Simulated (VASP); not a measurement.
Band structure of KCl (relaxed from the CsCl type structure, space group Pm-3m). Level of theory: PBEsol GGA, VASP's PBE PAW potentials (set 64) (plane waves; VASP).

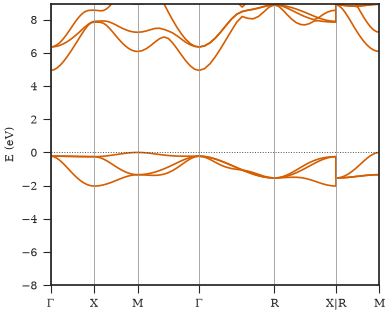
Figure. Bands along high-symmetry lines, zero at the valence-band maximum or, without a gap, the Fermi level

Read the plot: is there a gap, and where are the band edges?

The gap is indirect, 4.94 eV, from the valence maximum at M to the conduction minimum at Γ. (Edges off the drawn lines would not show.)

The structure was generated: KCl was put into the CsCl type type (Pm-3m), which need not be its known phase. It was relaxed first, which changed the volume by -16 %.
